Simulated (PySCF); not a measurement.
**Gd(NO3)3: other functionals and bases at one geometry**

How far do other levels of theory move the description of Gd(NO3)3, and what does each cost? It is a constructed species; whether it can be made isn't addressed.

The runs use PySCF 2.14.0; several levels, as the steps say, no spin–orbit coupling.

4 further runs of the same task are left out: 2 for a known fault of the program, 2 that didn't finish.

### Step 1. The starting structure

13 atoms, charge 0, spin multiplicity 1.

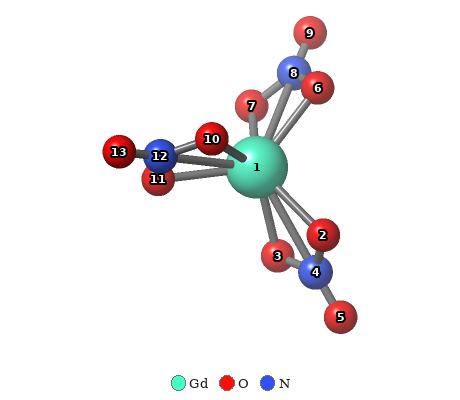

The geometry (gadolinium teal, oxygen red, nitrogen blue); atoms are numbered from 1 in the order of the file.

As a file:

```
Gd    0.00000    0.00000    0.00000
O     2.09175   -0.17031    1.08095
O     2.09175    0.17031   -1.08095
N     2.80884    0.00001    0.00000
O     4.00901    0.00001    0.00000
O    -0.89839    1.89666    1.08095
O    -1.19337    1.72635   -1.08095
N    -1.40442    2.43252    0.00000
O    -2.00451    3.47190    0.00000
O    -1.19337   -1.72636    1.08095
O    -0.89838   -1.89667   -1.08095
N    -1.40441   -2.43253    0.00000
O    -2.00450   -3.47191    0.00000
```

Formal oxidation states: Gd +3. Each metal's 7 4f electrons lie in its core potential, so multiplicities, spins and levels count the valence alone. An earlier session relaxed this geometry at BP86, Gd lcecp-1-SVP with ECP53, O def2-SVP, N def2-SVP (singlet, point group D3).

At BP86 on the finer grid: E = -876.570980 Eh, HOMO -7.67 eV, LUMO -4.02 eV, Mulliken charge on Gd1 +1.17 e, largest force component 0.027 eV/Å. 

Levels to run: CAM-B3LYP; wB97X; PBE0; PBE; BP86, TZVP. Hardware: 4 threads of Arm Neoverse V2, shared host.

### Step 2. CAM-B3LYP

The input, run.py (the lines that set the calculation):

```python
mol = gto.M(atom='''
Gd     0.00000     0.00000     0.00000
O      2.09175    -0.17031     1.08095
O      2.09175     0.17031    -1.08095
N      2.80884     0.00001     0.00000
O      4.00901     0.00001     0.00000
O     -0.89839     1.89666     1.08095
O     -1.19337     1.72635    -1.08095
N     -1.40442     2.43252     0.00000
O     -2.00451     3.47190     0.00000
O     -1.19337    -1.72636     1.08095
O     -0.89838    -1.89667    -1.08095
N     -1.40441    -2.43253     0.00000
O     -2.00450    -3.47191     0.00000''',
    basis={'Gd': 'lcecp-1-SVP', 'O': 'def2-SVP', 'N': 'def2-SVP'},
    ecp={'Gd': 'lcecp-1-SVP'},
    charge=0, spin=0)
mf = dft.RKS(mol, xc='CAMB3LYP')
mf.grids.atom_grid = (75, 302)  # f atoms: unpruned, at least (60, 302)
mf = mf.density_fit()  # fitting sets: Gd AutoAux, O def2-universal-JKFIT, N def2-universal-JKFIT
mf.conv_tol = 1e-08; mf.max_cycle = 55
mf.kernel(dm0)  # dm0: the density of the relaxed state
```

The run is started by

```sh
> OMP_NUM_THREADS=4 python run.py
```

### Step 3. wB97X

Edit run.py (the lines that set the calculation) of step 2 so:

```diff
@@ -17,3 +17,3 @@
     charge=0, spin=0)
-mf = dft.RKS(mol, xc='CAMB3LYP')
+mf = dft.RKS(mol, xc='WB97X')
 mf.grids.atom_grid = (75, 302)  # f atoms: unpruned, at least (60, 302)
```

### Step 4. PBE0

Edit run.py (the lines that set the calculation) of step 3 so:

```diff
@@ -17,3 +17,3 @@
     charge=0, spin=0)
-mf = dft.RKS(mol, xc='WB97X')
+mf = dft.RKS(mol, xc='PBE0')
 mf.grids.atom_grid = (75, 302)  # f atoms: unpruned, at least (60, 302)
```

### Step 5. PBE

Edit run.py (the lines that set the calculation) of step 4 so:

```diff
@@ -17,3 +17,3 @@
     charge=0, spin=0)
-mf = dft.RKS(mol, xc='PBE0')
+mf = dft.RKS(mol, xc='PBE')
 mf.grids.atom_grid = (75, 302)  # f atoms: unpruned, at least (60, 302)
```

### Step 6. BP86, TZVP

Basis: Gd lcecp-1-TZVP with ECP53, O def2-TZVP, N def2-TZVP. 

Edit run.py (the lines that set the calculation) of step 5 so:

```diff
@@ -14,6 +14,6 @@
 O     -2.00450    -3.47191     0.00000''',
-    basis={'Gd': 'lcecp-1-SVP', 'O': 'def2-SVP', 'N': 'def2-SVP'},
-    ecp={'Gd': 'lcecp-1-SVP'},
+    basis={'Gd': 'lcecp-1-TZVP', 'O': 'def2-TZVP', 'N': 'def2-TZVP'},
+    ecp={'Gd': 'lcecp-1-TZVP'},
     charge=0, spin=0)
-mf = dft.RKS(mol, xc='PBE')
+mf = dft.RKS(mol, xc='B88,P86')
 mf.grids.atom_grid = (75, 302)  # f atoms: unpruned, at least (60, 302)
@@ -21,2 +21,2 @@
 mf.conv_tol = 1e-08; mf.max_cycle = 55
-mf.kernel(dm0)  # dm0: the density of the relaxed state
+mf.kernel(dm0)  # dm0: free metal ions and neutral atoms
```

What does the calculation give? Wanted: for each run, HOMO; gap; charge on Gd1; dipole; largest force.

The runs gave:

| level | state | HOMO (eV) | gap (eV) | charge on Gd1 (e) | dipole (D) | largest force (eV/Å) | basis functions | time |
| --- | --- | --- | --- | --- | --- | --- | --- | --- |
| BP86 (relaxed here) | singlet | -7.67 | 3.65 | 1.17 | 0.00 | 0.03 | 201 | 44 s |
| CAM-B3LYP | singlet | -10.96 | 9.02 | 1.32 | 0.00 | 1.97 | 201 | 26 s |
| wB97X | singlet | -12.00 | 11.12 | 1.39 | 0.00 | 2.18 | 201 | 26 s |
| PBE0 | singlet | -9.52 | 6.42 | 1.38 | 0.00 | 2.05 | 201 | 19 s |
| PBE | singlet | -7.54 | 3.63 | 1.14 | 0.00 | 0.24 | 201 | 13 s |
| BP86, TZVP | singlet | -7.77 | 3.69 | 1.52 | 0.00 | 0.14 | 419 | 57 s |

Times are on 4 threads of Arm Neoverse V2, shared host; the first row also made further properties.

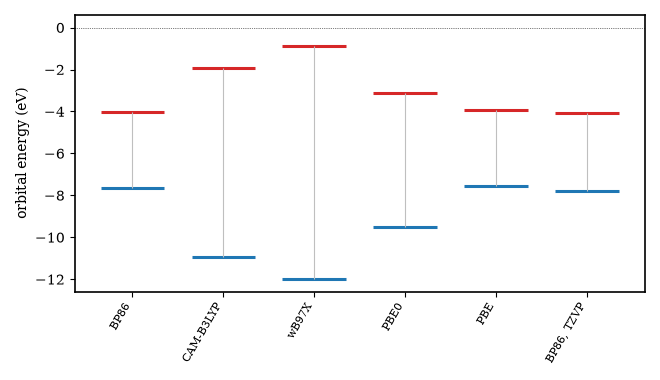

Highest filled and lowest empty level, method by method.

In one basis the HOMO–LUMO gap runs from 3.63 eV (PBE) to 11.12 eV (wB97X). The largest leftover force, 2.18 eV/Å with wB97X, stands at a geometry relaxed at another level. The Mulliken charge on Gd spans +1.14 to +1.52 e over the levels. With 4f in the core, its levels are missing from HOMO and gap. Total energies of different levels can't be compared. Spin–orbit coupling is left out throughout.
